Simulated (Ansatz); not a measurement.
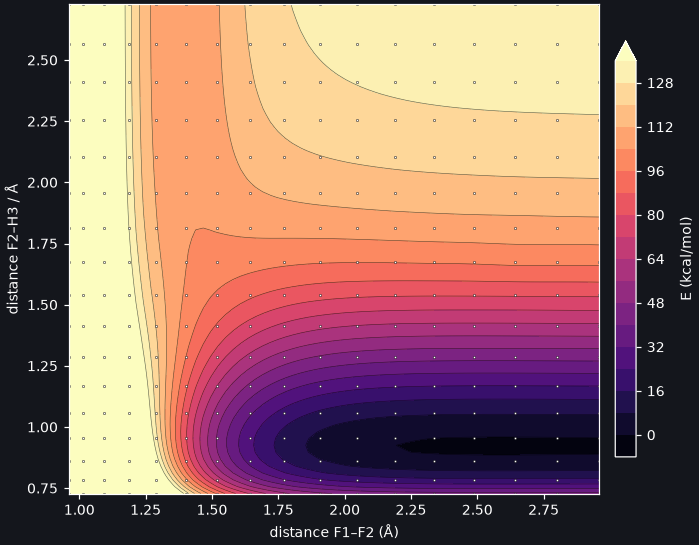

Energy landscape of the system F + FH, spin multiplicity 2. First axis: distance F1–F2. Second axis: distance F2–H3. Nothing is relaxed (the angle F1–F2–H3 is fixed at 180 degrees). The grid has 17 × 17 points. All energies are given in kcal/mol relative to F far from the relaxed FH (each part in its own basis). In part of the range the unrestricted reference is strongly spin-contaminated. These are results of UKS PBE0-D4/def2-SVPD (Ansatz 0.2.0), not measurements.

The picture shows filled contours, dots at the grid points, one colour for all values above the top of the scale. Between grid points the surface is interpolated. 

**Describe this landscape.**

The lowest grid point is at distance F1–F2 = 2.641 Å, distance F2–H3 = 0.955 Å, −0.26 kcal/mol from F far from the relaxed FH (each part in its own basis). The highest grid point, distance F1–F2 = 0.960 Å, distance F2–H3 = 0.728 Å, lies 545 kcal/mol above the lowest.

The whole map (289 points run) took 18 min on 1 thread of Arm Neoverse V2, on a shared host.
